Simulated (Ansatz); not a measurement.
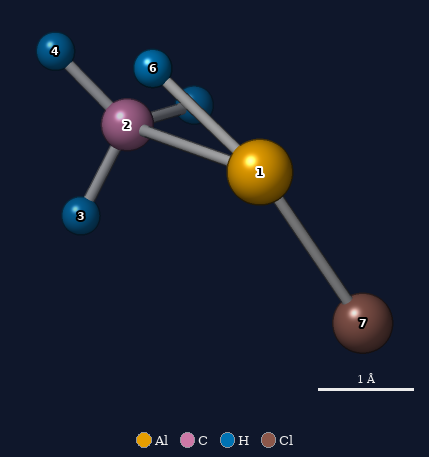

The structure as given in the input (ball-and-stick view, seen at an oblique angle; atoms are numbered from 1 in the order of the input). Sticks mark near contacts. Bond lengths as drawn: Al–C 2.21 Å, Al–Cl 2.11 Å, Al–H 1.57 Å and C–H 1.08 to 1.09 Å.

# Phonon calculation of CH4AlCl

The run: phonon calculation of CH4AlCl. Method and program: RHF/def2-mTZVP (Ansatz 0.2.0).

It belongs to a series of runs on one base structure; here: vibrations at the highest image of the band. Figures and captions count atoms from 1; the log counts them from 0 in places.

**What the program printed**
```
Engine: ansatz 0.2.0, aarch64-unknown-linux-gnu
Functional definition: HF
  exchange = exact_x
  correlation = 0
744 factors; integrals over basis functions are off by at most 5.2e-4 eV
mean field evaluation 1: about -20175.1121 eV, gradient 3.2e1 eV
mean field evaluation 2: about -20175.2451 eV, gradient 3.2e1 eV
mean field evaluation 4: about -20178.4131 eV, gradient 2.8e0 eV
mean field evaluation 8: about -20178.4841 eV, gradient 3.2e-1 eV
mean field -20178.48519479 eV, -741.5456534401 hartree, gradient 1.3e-5 eV, S^2 0.000000; 0 other end points of the search recorded, 0 dependent functions left out
the calculation of the forces begins
reference -20178.48519479 eV, -741.5456534401 hartree; 20, 20 occupied and 55, 55 virtual orbitals, 744 factors
these checks for a lower state are left out or cut short: stability, starts, cluster_reference, orbital_swaps, neighbouring_geometries, increment
744 factors; integrals over basis functions are off by at most 5.2e-4 eV
mean field evaluation 16: about -20178.3137 eV, gradient 7.6e-1 eV
mean field -20178.48512665 eV, -741.5456509361 hartree, gradient 7.7e-6 eV, S^2 0.000000; 0 other end points of the search recorded, 0 dependent functions left out
[... from here on the field's lines of each further geometry are left out, up to the last ...]
the calculation of the forces begins
reference -20178.48519936 eV, -741.5456536080 hartree; 20, 20 occupied and 55, 55 virtual orbitals, 744 factors
these checks for a lower state are left out or cut short: stability, starts, cluster_reference, orbital_swaps, neighbouring_geometries, increment
744 factors; integrals over basis functions are off by at most 5.2e-4 eV
mean field -20178.48518670 eV, -741.5456531429 hartree, gradient 2.2e-6 eV, S^2 0.000000; 0 other end points of the search recorded, 0 dependent functions left out
the calculation of the forces begins
reference -20178.48518670 eV, -741.5456531429 hartree; 20, 20 occupied and 55, 55 virtual orbitals, 744 factors
WARN: phonons: modes at or below zero, which the zero-point energy, F, S and C_V leave out: 1, the lowest at -1969.89 cm⁻¹. A minimum has none, and a first-order saddle one
Total energy: -20178.48519479 eV, -741.5456534401 hartree
Atom 0 at     0.462561    -0.071874    -0.509244 Å, force     0.005714    -0.004714     0.008230 eV/Å
Atom 1 at     1.152557    -0.033304     1.589547 Å, force     0.007325     0.020114    -0.019447 eV/Å
Atom 2 at     0.456305    -0.729494     2.052462 Å, force    -0.008747    -0.013558     0.006263 eV/Å
Atom 3 at     2.145916    -0.250423     1.960226 Å, force    -0.001098    -0.005286     0.003990 eV/Å
Atom 4 at     0.906177     0.991507     1.863190 Å, force    -0.000406    -0.002965    -0.004626 eV/Å
Atom 5 at     1.874540    -0.384920     0.105761 Å, force     0.004505     0.002790     0.003056 eV/Å
Atom 6 at    -1.558457     0.478508    -0.280943 Å, force    -0.007294     0.003619     0.002534 eV/Å
Dipole moment:     0.255269    -0.057029     0.076844 e Å
Vibrations: -1969.89 150.75 179.22 292.71 408.68 532.25 648.13 753.50 1290.22 1530.83 1570.41 2090.53 3116.15 3206.34 3242.57 cm⁻¹, zero-point energy 1.178612 eV
```

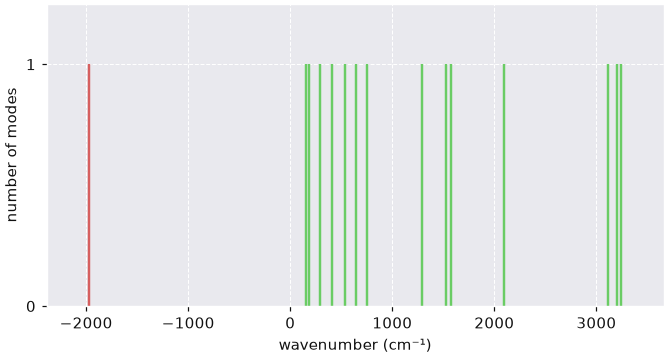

Harmonic vibrational wavenumbers from the force constants; neighbouring modes closer than 24 cm⁻¹ are counted in one stick, and imaginary ones are drawn at negative wavenumbers. 15 modes from 1970i to 3243 cm⁻¹, 1 imaginary beyond 8i (1970i cm⁻¹): a first-order saddle point, if the geometry is stationary.

The run was set up as follows.

**Input file**
```yaml
crystal:
  periodic: [false, false, false]
  atoms:
    - { symbol: Al, position_ang: [0.462561, -0.071874, -0.509244] }
    - { symbol: C, position_ang: [1.152557, -0.033304, 1.589547] }
    - { symbol: H, position_ang: [0.456305, -0.729494, 2.052462] }
    - { symbol: H, position_ang: [2.145916, -0.250423, 1.960226] }
    - { symbol: H, position_ang: [0.906177, 0.991507, 1.86319] }
    - { symbol: H, position_ang: [1.87454, -0.38492, 0.105761] }
    - { symbol: Cl, position_ang: [-1.558457, 0.478508, -0.280943] }
basis:
  gaussian: { orbitals: def2-mTZVP }
hamiltonian:
  xc: hf
phonons: {}
```

Launched with:
```bash
ansatz run input.yaml --threads 1 --pin off --max-ram 2048MiB --backend cpu --events-out ev --progress --plain --runs-dir out
```

**Results in brief**

| quantity | value |
| --- | --- |
| outcome | converged |
| total energy | −20178.4852 eV |
| mean-field energy | −20178.4852 eV |
| largest force (length of the vector) | 0.029 eV/Å |
| hardware | 1 thread of Arm Neoverse V2, 24 GiB of memory available, shared host |
| wall time | 29 s |
| peak memory | 0.12 GiB |
